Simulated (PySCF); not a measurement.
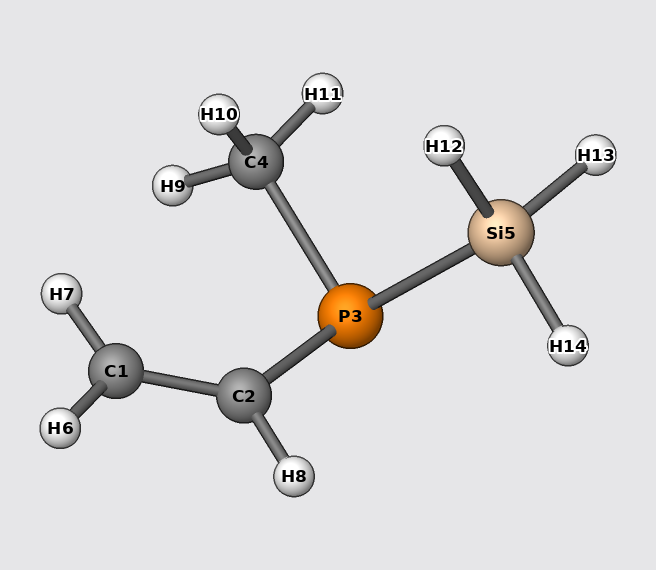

The questions are on isotropic NMR shieldings of the H atoms. The geometry was computed by an optimisation with GFN2-xTB. No frequency run is at hand to confirm it as a minimum. Method: GIAO PBE0/pcSseg-1 NMR shielding, non-relativistic, gas phase (PySCF 2.14.0).

Question: Which H atom is the most shielded (lowest chemical shift)?

Answer: H11 (30.52 ppm).

Question: Which H atom is the least shielded (highest chemical shift)?

Answer: H8 (25.11 ppm).

Question: How wide is the range of H shifts?

Answer: 5.41 ppm.

List the isotropic NMR shieldings of the H atoms.

```
atom  σ (ppm)
  H6    25.77
  H7    26.22
  H8    25.11
  H9    30.17
 H10    30.51
 H11    30.52
 H12    28.05
 H13    27.80
 H14    27.73
```

The geometry is semi-empirical. Around P, Si such bond lengths and angles can be off by a tenth of an ångström or more and by several degrees, and values that hang on the shape move with them.
